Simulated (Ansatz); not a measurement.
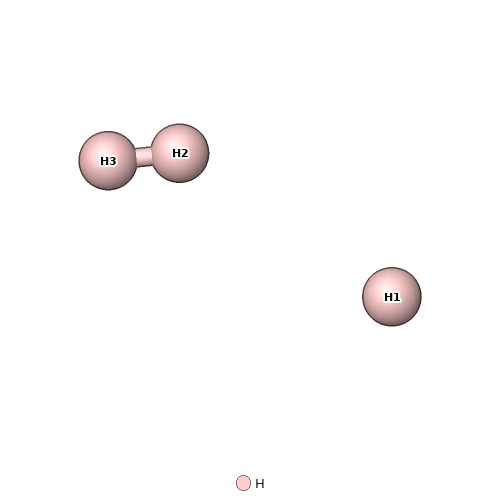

The system is H⁻ + H₂; the picture shows the reference structure. 
- The first coordinate is: distance H1–H2; the second: distance H2–H3.
- Nothing is relaxed (the angle H1–H2–H3 is fixed at 140 degrees).
- The scan uses a 17 × 17 grid; 153 points were computed and 136 follow by symmetry.
- Energies are in eV, from the lowest grid point.
- The restricted reference is unstable at some or all points, so the energies there are unreliable.
- Theory: RHF-MP2, frozen core/aug-cc-pVTZ in Ansatz.

Its coordinates:

```xyz
3

H    -2.5920    0.0000    0.0000
H     0.0000    0.0000    0.0000
H     0.5561    0.4667    0.0000
```

Range: distance H1–H2 from 0.592 to 2.592 Å; distance H2–H3 from 0.592 to 2.592 Å.

**What will the energy surface look like?**

The lowest grid point is at distance H1–H2 = 0.726 Å, distance H2–H3 = 2.592 Å. It lies in a valley that leaves the map towards separated partners. The highest grid point, distance H1–H2 = 0.592 Å, distance H2–H3 = 0.592 Å, lies 5.73 eV above the lowest.

```
distance H2–H3 ↓, distance H1–H2 →  0.592  0.726  0.922  1.151  1.404  1.678  1.968  2.273  2.592
                             2.592   0.59   0.00   0.38   1.38   2.49   3.44   4.11   4.54   4.83
                             2.273   0.65   0.04   0.39   1.32   2.35   3.21   3.82   4.25   4.54
                             1.968   0.77   0.13   0.41   1.24   2.15   2.89   3.43   3.82   4.11
                             1.678   0.99   0.29   0.46   1.14   1.87   2.46   2.89   3.21   3.44
                             1.404   1.38   0.57   0.55   0.99   1.48   1.87   2.15   2.35   2.49
                             1.151   1.99   1.00   0.70   0.81   0.99   1.14   1.24   1.32   1.38
                             0.922   2.86   1.64   0.97   0.70   0.55   0.46   0.41   0.39   0.38
                             0.726   4.12   2.66   1.64   1.00   0.57   0.29   0.13   0.04   0.00
                             0.592   5.73   4.12   2.86   1.99   1.38   0.99   0.77   0.65   0.59
```

The table holds every second grid line.

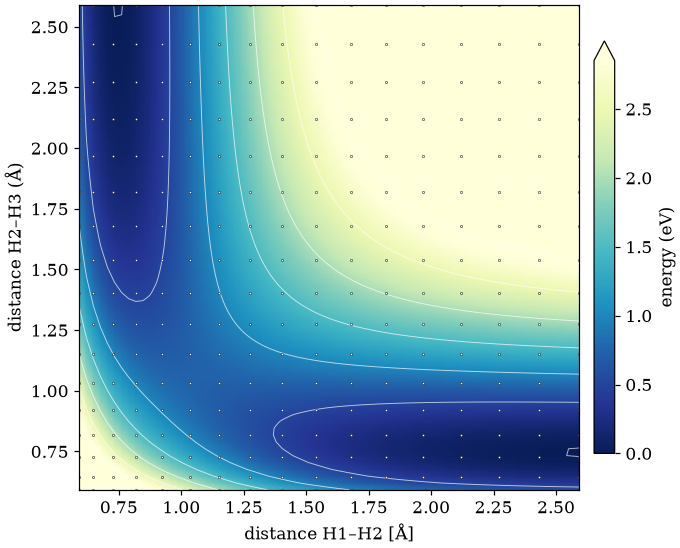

The picture shows a smooth colour map with a few white contour lines, dots at the grid points, one colour for all values above the top of the scale. Between grid points the surface is interpolated.

Each point was launched as `ansatz run input.yaml --threads 1 --pin off --max-ram 2560MiB --backend cpu --events-out ev --progress --plain --runs-dir out`. The whole map (153 points run) took 44 s on 1 thread of Arm Neoverse V1 (shared host).
